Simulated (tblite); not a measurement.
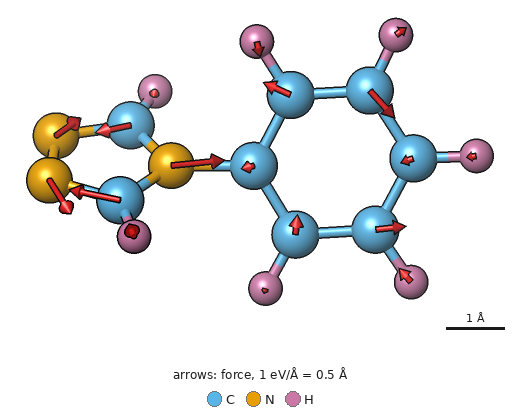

Starting geometry of C₈H₇N₃ with the computed forces as red arrows. Style: ball-and-stick. Shown face on.

These are results of GFN2-xTB geometry optimisation, gas phase (tblite), not measurements. 

Question: Is this structure relaxed? If not, where do the atoms go?

Answer: It isn't relaxed: the largest force vector, on an N atom, is 2.21 eV/Å. The final displacements have little in common with the starting forces (cosine between the two patterns 0.09). The largest moves after the best rigid fit, 0.69 Å, are those of H atoms. By element the largest moves are H 0.69 Å, C 0.37 Å, N 0.28 Å. Among the contacts that change: C–N 1.347 → 1.296 Å, N–N 1.298 → 1.344 Å, C–N 1.325 → 1.296 Å, C–N 1.343 → 1.368 Å. Among the angles between lasting bonds that change: C–N–C 121.9° → 128.5°, C–N–C 108.0° → 102.9°, N–C–N 106.0° → 110.6°. Groups turn about C–N by about 30°. The energy falls by 6.40 kcal/mol in 82 geometry steps.
